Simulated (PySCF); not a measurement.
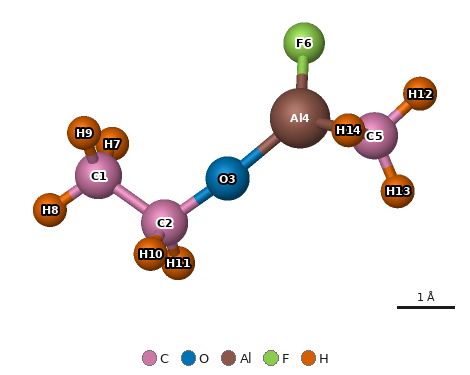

Fig. 1: The starting structure (ball-and-stick view, seen at a tilt; atoms are numbered from 1 in the order of the input). Sticks mark near contacts. Bond lengths as drawn: Al–C 1.95 Å, Al–F 1.67 Å, Al–O 1.69 Å, C–C 1.49 Å, C–H 1.07 to 1.11 Å and C–O 1.39 Å.

C₃H₈AlFO: geometry relaxation

The run: geometry relaxation of C₃H₈AlFO, SMILES CC[O][Al]([CH3])[F]. Method and program: PBE0-D3(BJ)/def2-SVP geometry optimisation, gas phase (PySCF 2.14.0).

**The program's output**
```
step   0  E = -536.03019656  max force = 0.024265
step   1  E = -536.03358874  max force = 0.005064
step   2  E = -536.03388542  max force = 0.002156
step   3  E = -536.03402557  max force = 0.002087
step   4  E = -536.03442164  max force = 0.002929
step   5  E = -536.03452556  max force = 0.007617
step   6  E = -536.03496829  max force = 0.004045
step   7  E = -536.03521030  max force = 0.003032
step   8  E = -536.03545247  max force = 0.001185
step   9  E = -536.03548949  max force = 0.000502
step  10  E = -536.03550291  max force = 0.000405
optimisation converged
```

**Trajectory as extended XYZ (Å, eV, eV/Å), 11 frames, from step=0 to step=10**
```
14
Properties=species:S:1:pos:R:3:forces:R:3 step=0 energy=-14586.12460
C    -2.4800   -0.2364    0.2822    0.0660   1.2478   0.1259
C    -1.2464   -0.8733   -0.2720    0.6418   0.3357   0.7686
O    -0.1284   -0.0945   -0.0210    0.7355   0.3304   0.1040
Al    1.1507    0.9445    0.3476   -0.5201  -0.5567  -0.0811
C     2.9209    0.2606    0.8012   -0.6021   1.1240   0.7589
F     0.8136    2.5781    0.3075    0.1070  -0.0384   0.0216
H    -2.6294    0.7601   -0.1868    0.0169  -0.2719   0.1251
H    -3.3513   -0.8295    0.0700   -0.7843  -0.5355  -0.0781
H    -2.4066   -0.0623    1.3714    0.0321  -0.1739  -0.1409
H    -1.1045   -1.8570    0.2018    0.0106  -0.2789  -0.1308
H    -1.3423   -1.0072   -1.3452   -0.1289  -0.2623  -0.6326
H     3.6397    1.0883    0.9092    0.0408  -0.0655  -0.0719
H     3.2605   -0.4135    0.0438    0.4286  -0.7545  -0.7692
H     2.8963   -0.2731    1.7629   -0.0440  -0.1001   0.0004
14
Properties=species:S:1:pos:R:3:forces:R:3 step=1 energy=-14586.21690
C    -2.4214   -0.2964    0.2908   -0.0726  -0.1039  -0.0877
C    -1.1857   -0.9835   -0.2556   -0.1441  -0.0046  -0.1304
O    -0.0323   -0.2720    0.0044   -0.0236  -0.1788  -0.0161
Al    1.0515    0.9361    0.3628    0.1513   0.2604   0.0454
C     2.8758    0.4747    0.7938    0.0296  -0.1427  -0.1731
F     0.5759    2.5372    0.3243   -0.0185  -0.1042  -0.0116
H    -2.5279    0.7034   -0.1539   -0.0309   0.0539  -0.0126
H    -3.3332   -0.8768    0.0630    0.1000   0.0593   0.0469
H    -2.3458   -0.1780    1.3811   -0.0209  -0.0015   0.0672
H    -1.0942   -1.9981    0.1786   -0.0157   0.0252  -0.0126
H    -1.2960   -1.1237   -1.3511    0.0123  -0.0023   0.0979
H     3.5442    1.3422    0.8636    0.0411   0.0682  -0.0052
H     3.2685   -0.2128    0.0193   -0.0213   0.1075   0.1526
H     2.9165   -0.0659    1.7518    0.0134  -0.0365   0.0394
14
Properties=species:S:1:pos:R:3:forces:R:3 step=2 energy=-14586.22498
C    -2.4306   -0.2840    0.2914    0.0254   0.0110  -0.0163
C    -1.2089   -0.9892   -0.2655   -0.0723   0.0511  -0.0205
O    -0.0351   -0.3073   -0.0014    0.0851  -0.1108   0.0257
Al    1.0653    0.8948    0.3591    0.0120   0.1109   0.0077
C     2.9034    0.4841    0.7989   -0.0273  -0.0818  -0.0389
F     0.5663    2.4862    0.3175   -0.0211  -0.0090  -0.0109
H    -2.5263    0.7240   -0.1412   -0.0057  -0.0024   0.0070
H    -3.3493   -0.8465    0.0634    0.0063  -0.0044   0.0080
H    -2.3528   -0.1798    1.3850   -0.0056   0.0000  -0.0006
H    -1.1403   -2.0084    0.1596   -0.0032   0.0007   0.0026
H    -1.3231   -1.1197   -1.3589    0.0025   0.0095   0.0108
H     3.5454    1.3746    0.8651   -0.0319   0.0162  -0.0057
H     3.3242   -0.1935    0.0376    0.0279   0.0075   0.0274
H     2.9577   -0.0491    1.7622    0.0080   0.0016   0.0038
14
Properties=species:S:1:pos:R:3:forces:R:3 step=3 energy=-14586.22879
C    -2.4253   -0.2711    0.2954    0.0315   0.0293   0.0167
C    -1.2178   -0.9922   -0.2706   -0.0254   0.0820   0.0180
O    -0.0296   -0.3342   -0.0036    0.1038  -0.1073   0.0361
Al    1.0679    0.8747    0.3539   -0.0479   0.0320  -0.0141
C     2.9085    0.4814    0.7992   -0.0271  -0.0247   0.0240
F     0.5504    2.4592    0.3060   -0.0094   0.0210  -0.0082
H    -2.5099    0.7427   -0.1267    0.0056  -0.0148   0.0037
H    -3.3514   -0.8189    0.0671   -0.0327  -0.0174  -0.0064
H    -2.3442   -0.1787    1.3904    0.0039   0.0019  -0.0169
H    -1.1675   -2.0155    0.1466    0.0044  -0.0051   0.0054
H    -1.3350   -1.1124   -1.3637   -0.0102   0.0087  -0.0262
H     3.5310    1.3865    0.8630   -0.0219  -0.0015   0.0025
H     3.3504   -0.1915    0.0486    0.0271  -0.0233  -0.0274
H     2.9684   -0.0435    1.7674   -0.0018   0.0194  -0.0072
14
Properties=species:S:1:pos:R:3:forces:R:3 step=4 energy=-14586.23957
C    -2.3911   -0.2197    0.3155    0.0035   0.0324   0.0786
C    -1.2450   -1.0051   -0.2875    0.0633   0.1006   0.0618
O    -0.0045   -0.4497   -0.0095    0.1272  -0.1304   0.0525
Al    1.0669    0.7942    0.3322   -0.1506  -0.1073  -0.0577
C     2.9148    0.4723    0.7988   -0.0130   0.1345   0.1351
F     0.4784    2.3515    0.2569    0.0190   0.0866  -0.0029
H    -2.4166    0.8128   -0.0675    0.0231  -0.0228  -0.0092
H    -3.3531   -0.6987    0.0854   -0.0736  -0.0148  -0.0305
H    -2.2951   -0.1735    1.4130    0.0217   0.0088  -0.0329
H    -1.2682   -2.0419    0.0962    0.0133  -0.0124   0.0012
H    -1.3754   -1.0799   -1.3815   -0.0368   0.0076  -0.0745
H     3.4666    1.4243    0.8530    0.0237  -0.0447   0.0151
H     3.4280   -0.1828    0.0831    0.0043  -0.0698  -0.1178
H     2.9903   -0.0173    1.7848   -0.0251   0.0317  -0.0188
14
Properties=species:S:1:pos:R:3:forces:R:3 step=5 energy=-14586.24239
C    -2.2763   -0.1117    0.3665   -0.0744   0.0197   0.1483
C    -1.2832   -1.0287   -0.3137    0.0983   0.0268   0.0604
O     0.0419   -0.7194   -0.0141    0.1147  -0.0940   0.0525
Al    1.0333    0.6131    0.2856   -0.1021  -0.2715  -0.0769
C     2.8899    0.4591    0.7922   -0.0528   0.3917   0.2790
F     0.2959    2.1010    0.1440    0.0676   0.1958   0.0163
H    -2.1425    0.9400    0.0668    0.0381  -0.0541  -0.0281
H    -3.3050   -0.4136    0.1281   -0.1093   0.0047  -0.0531
H    -2.1680   -0.1686    1.4633    0.0388   0.0071  -0.0429
H    -1.4783   -2.0729   -0.0094    0.0094  -0.0183  -0.0005
H    -1.4262   -0.9943   -1.4067   -0.0742   0.0039  -0.1221
H     3.2988    1.4842    0.8162    0.1170  -0.0906   0.0290
H     3.5276   -0.1481    0.1429   -0.0146  -0.1391  -0.2230
H     2.9881    0.0462    1.8114   -0.0567   0.0178  -0.0390
14
Properties=species:S:1:pos:R:3:forces:R:3 step=6 energy=-14586.25444
C    -2.3358   -0.1657    0.3450   -0.0093   0.0106   0.0780
C    -1.2641   -1.0189   -0.3014    0.0750   0.0549   0.0428
O     0.0266   -0.5879   -0.0109    0.0644  -0.0999   0.0423
Al    1.0501    0.7108    0.3054   -0.1564  -0.1359  -0.0634
C     2.9018    0.4670    0.7972    0.0144   0.2080   0.1399
F     0.3931    2.2400    0.1920    0.0334   0.0686  -0.0034
H    -2.2786    0.8797    0.0040    0.0172  -0.0057  -0.0130
H    -3.3375   -0.5541    0.1095   -0.0461   0.0037  -0.0305
H    -2.2267   -0.1725    1.4421    0.0213   0.0080  -0.0234
H    -1.3734   -2.0648    0.0400    0.0209  -0.0092  -0.0060
H    -1.4085   -1.0361   -1.3968   -0.0301   0.0094  -0.0503
H     3.3985    1.4501    0.8367    0.0542  -0.0527   0.0135
H     3.4672   -0.1761    0.1100   -0.0306  -0.0672  -0.1051
H     2.9833    0.0147    1.8001   -0.0283   0.0074  -0.0214
14
Properties=species:S:1:pos:R:3:forces:R:3 step=7 energy=-14586.26103
C    -2.3202   -0.1576    0.3536   -0.0064  -0.0030   0.0456
C    -1.2635   -1.0237   -0.3019    0.0450   0.0440   0.0189
O     0.0348   -0.6168   -0.0076    0.0526  -0.0637   0.0344
Al    1.0399    0.7003    0.3000   -0.1146  -0.0842  -0.0459
C     2.8920    0.4717    0.7974    0.0226   0.1559   0.0901
F     0.3750    2.2264    0.1738    0.0238   0.0265  -0.0090
H    -2.2416    0.8890    0.0206    0.0089  -0.0001  -0.0084
H    -3.3299   -0.5236    0.1139   -0.0246   0.0074  -0.0170
H    -2.2090   -0.1755    1.4501    0.0114   0.0033  -0.0121
H    -1.3884   -2.0712    0.0287    0.0149  -0.0049  -0.0043
H    -1.4107   -1.0269   -1.3980   -0.0201   0.0063  -0.0239
H     3.3962    1.4507    0.8317    0.0368  -0.0378   0.0074
H     3.4504   -0.1789    0.1091   -0.0333  -0.0457  -0.0608
H     2.9711    0.0224    1.8014   -0.0171  -0.0041  -0.0150
14
Properties=species:S:1:pos:R:3:forces:R:3 step=8 energy=-14586.26762
C    -2.2673   -0.1314    0.3837    0.0092  -0.0086  -0.0081
C    -1.2609   -1.0334   -0.3046   -0.0368  -0.0247  -0.0275
O     0.0614   -0.7135    0.0034   -0.0256   0.0435   0.0100
Al    1.0076    0.6587    0.2798    0.0609   0.0348   0.0054
C     2.8609    0.4869    0.7975    0.0027   0.0130  -0.0014
F     0.3087    2.1659    0.0989   -0.0012  -0.0298  -0.0156
H    -2.1213    0.9188    0.0862   -0.0089   0.0044   0.0024
H    -3.2987   -0.4219    0.1292    0.0136  -0.0003   0.0054
H    -2.1560   -0.1947    1.4781   -0.0108  -0.0057   0.0088
H    -1.4423   -2.0838   -0.0125    0.0020  -0.0039  -0.0065
H    -1.4124   -0.9867   -1.4007    0.0001  -0.0074   0.0166
H     3.3794    1.4572    0.8098    0.0006  -0.0006  -0.0064
H     3.4026   -0.1888    0.1161   -0.0124  -0.0003   0.0161
H     2.9342    0.0528    1.8080    0.0068  -0.0145   0.0006
14
Properties=species:S:1:pos:R:3:forces:R:3 step=9 energy=-14586.26863
C    -2.2878   -0.1482    0.3774    0.0093  -0.0037  -0.0056
C    -1.2577   -1.0293   -0.3025   -0.0138   0.0036  -0.0068
O     0.0542   -0.6704    0.0027   -0.0105   0.0030   0.0166
Al    1.0175    0.6863    0.2852    0.0258   0.0246  -0.0069
C     2.8695    0.4881    0.7991   -0.0051  -0.0046   0.0016
F     0.3388    2.2022    0.1079   -0.0077  -0.0188  -0.0153
H    -2.1705    0.9034    0.0715   -0.0022   0.0005   0.0010
H    -3.3104   -0.4687    0.1241    0.0044   0.0010   0.0037
H    -2.1769   -0.1996    1.4724   -0.0057  -0.0025   0.0031
H    -1.4121   -2.0811    0.0005    0.0068  -0.0026  -0.0067
H    -1.4090   -0.9983   -1.3988   -0.0014   0.0011   0.0101
H     3.4040    1.4495    0.8129   -0.0013   0.0020  -0.0051
H     3.3966   -0.1945    0.1135   -0.0040   0.0016   0.0097
H     2.9397    0.0471    1.8070    0.0052  -0.0053   0.0007
14
Properties=species:S:1:pos:R:3:forces:R:3 step=10 energy=-14586.26899
C    -2.2879   -0.1506    0.3810    0.0059  -0.0015   0.0008
C    -1.2570   -1.0278   -0.3025   -0.0069   0.0010  -0.0023
O     0.0548   -0.6694    0.0042   -0.0145   0.0047   0.0192
Al    1.0183    0.6884    0.2822    0.0208   0.0119  -0.0117
C     2.8690    0.4896    0.7996   -0.0057  -0.0088   0.0050
F     0.3395    2.2027    0.0932   -0.0054  -0.0100  -0.0118
H    -2.1716    0.9026    0.0806   -0.0002   0.0005  -0.0005
H    -3.3100   -0.4707    0.1254    0.0022   0.0004   0.0016
H    -2.1783   -0.2079    1.4759   -0.0031  -0.0009   0.0009
H    -1.4109   -2.0807   -0.0034    0.0083  -0.0035  -0.0086
H    -1.4084   -0.9927   -1.3986   -0.0027   0.0018   0.0055
H     3.4070    1.4491    0.8079   -0.0009   0.0022  -0.0036
H     3.3936   -0.1990    0.1179   -0.0010   0.0021   0.0051
H     2.9380    0.0529    1.8095    0.0033   0.0001   0.0004
```

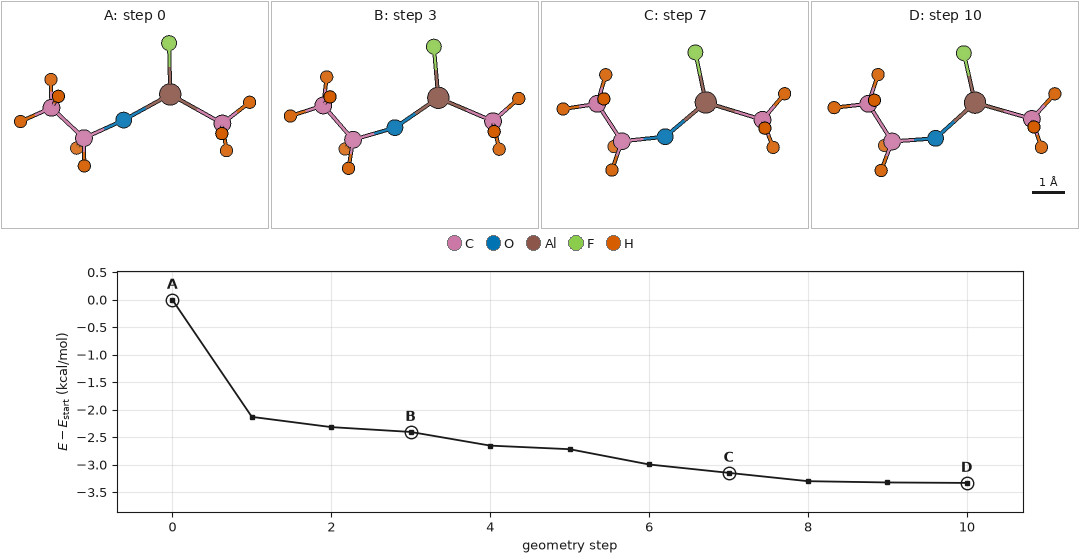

Fig. 2: Frames of the relaxation (ball-and-stick view, seen at a tilt) above the curves, on which the letters mark them (steps are counted from 0).

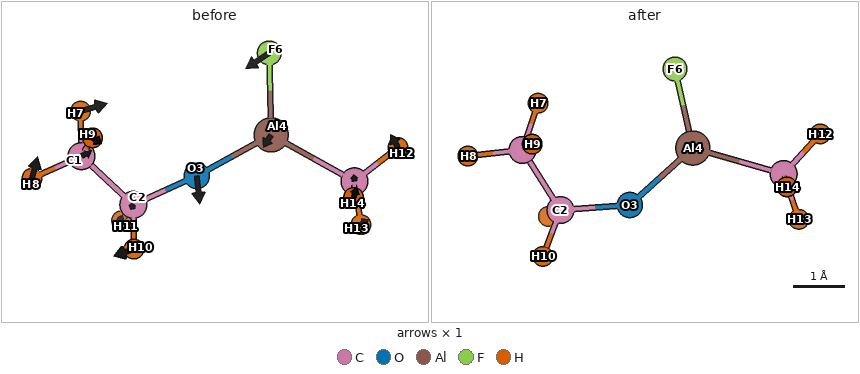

Fig. 3: Before (left) and after (right) the relaxation, at one scale (ball-and-stick view, seen at a tilt). The black arrows give the displacements, at true length. The largest moves after the best rigid fit, 0.59 Å, are those of O3 and H7. Largest moves by element: O 0.59 Å, H 0.59 Å, F 0.58 Å, Al 0.31 Å, C 0.25 Å. Among the contacts that change: C5–H13 1.069 → 1.102 Å, C1–H8 1.075 → 1.101 Å, C1–C2 1.495 → 1.516 Å, C2–H11 1.086 → 1.107 Å. Among the angles that change: C2–O3–Al4 175.3° → 141.3°, H10–C2–H11 109.1° → 106.2°, O3–Al4–F6 116.4° → 118.6°. Over 10 geometry steps the energy falls by 3.33 kcal/mol. Largest force component: 1.2 eV/Å at the start, 0.021 eV/Å at the end. (Atoms are counted from 1 in the order of the input.)

The run was set up as follows.

**Input**
```
{"job": {"xc": "PBE0", "basis": "def2-SVP", "d3": "d3bj", "grid": 1, "shake": 0.01, "kind": "geom"}, "charge": 0, "multiplicity": 1}
C     -2.480000    -0.236400     0.282150
C     -1.246370    -0.873290    -0.272010
O     -0.128430    -0.094540    -0.021040
Al     1.150700     0.944460     0.347580
C      2.920890     0.260620     0.801170
F      0.813630     2.578150     0.307550
H     -2.629410     0.760110    -0.186810
H     -3.351270    -0.829510     0.069960
H     -2.406590    -0.062290     1.371370
H     -1.104490    -1.857000     0.201800
H     -1.342300    -1.007200    -1.345220
H      3.639740     1.088320     0.909170
H      3.260460    -0.413460     0.043760
H      2.896280    -0.273070     1.762850
```

The first line tells a small driver script what to run in PySCF; the rest is the geometry in Å.

Run as:
```bash
OMP_NUM_THREADS=1 python <driver script> task.json out
```

**Results in brief**

| quantity | value |
| --- | --- |
| outcome | converged |
| total energy | −536.035503 hartree |
| dipole moment | 1.07 D |
| point group | C1 |
| hardware | 1 CPU thread, shared host |
| wall time | 75 s |
| peak memory | 0.52 GiB |
